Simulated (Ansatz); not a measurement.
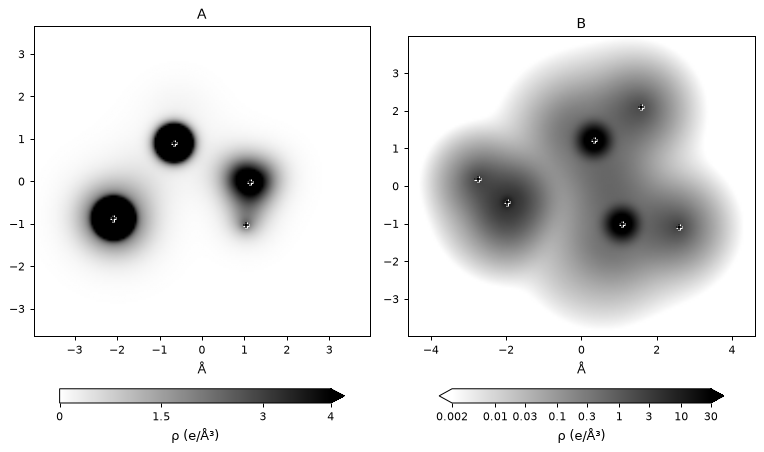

The total electron density of 2 systems, each on a plane through atoms (crosses mark nuclei in the plane).

Theory: RKS PBE-D4/def2-SVP in Ansatz 0.2.0.

System 1: H6SSi2···NH3, the plane of atoms H4, Si1 and Si5. 

```xyz
13

Si   -1.0593   -0.8581    0.6726
S    -0.0987   -2.4231   -0.5263
H    -2.1956   -0.4048   -0.2043
H    -1.6692   -1.4812    1.9056
Si    0.4343    0.8747    1.2308
H     0.4266   -0.1917   -1.8960
N     0.2656    0.7910   -1.6241
H     1.0254   -2.4749    0.2430
H    -0.0631    2.2434    0.8620
H     1.8220    0.6054    0.7155
H     0.5615    0.8719    2.7451
H     1.0838    1.3270   -1.9414
H    -0.5334    1.1203   -2.1823
```

System 2: AlBrF2H3N, the plane of atoms Al1, N6 and H5. 

```csv
atom,x (Å),y (Å),z (Å)
Al,-0.4722,-0.5074,-0.7497
Br,0.4548,0.6075,-2.5170
F,0.0609,-2.0814,-0.4754
F,-2.0881,-0.1814,-0.4035
H,1.0379,1.1612,0.5100
N,0.3963,0.4179,0.8232
H,-0.3226,0.8424,1.4270
H,0.9329,-0.2587,1.3852
```

Question: Match each panel to its system.

Answer: Panel A is system 2, AlBrF2H3N: the plane holds Al, Br, H and N. Al–N (2.02 Å): the density is about 0.52 e/Å³ at the midpoint. Panel B is system 1, H6SSi2···NH3: the plane holds Si, H and N. Si5···N7 (2.86 Å): the density falls to about 0.13 e/Å³ on the way.
